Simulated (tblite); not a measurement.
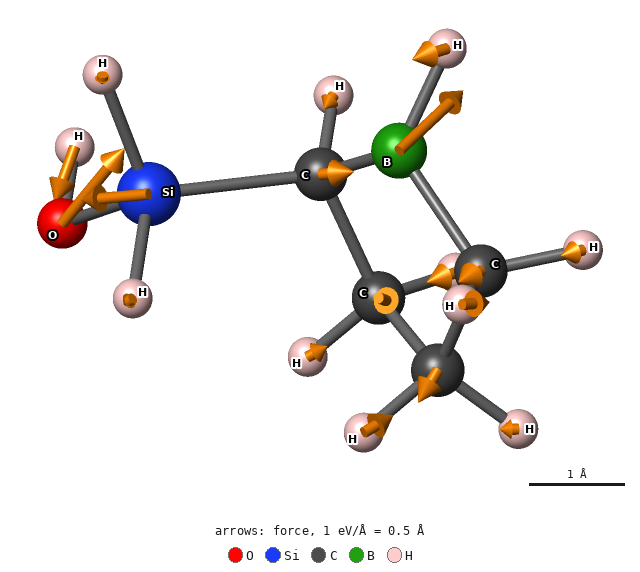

Starting geometry of C4H11BOSi with the computed forces as orange arrows. Style: ball-and-stick. Shown from a free direction.

The calculation used GFN2-xTB geometry optimisation, gas phase (tblite). 

What follows when this structure is relaxed?

Answer. It isn't relaxed: the largest force vector, on O atoms, is 2.33 eV/Å. The final displacements have little in common with the starting forces (cosine between the two patterns 0.28). The largest move after the best rigid fit is that of an H atom, 0.67 Å. Largest moves by element: H 0.67 Å, O 0.37 Å, Si 0.15 Å, C 0.15 Å, B 0.12 Å. Among the contacts that change: O–Si 1.724 → 1.629 Å, C–Si 1.874 → 1.919 Å, H–O 0.986 → 0.954 Å, C–H 1.120 → 1.092 Å. Among the angles between lasting bonds that change: Si–O–H 104.7° → 122.4°, O–Si–H 109.8° → 100.4°, C–B–H 118.0° → 126.7°. After 124 geometry steps the energy has fallen by 64.8 kJ/mol.
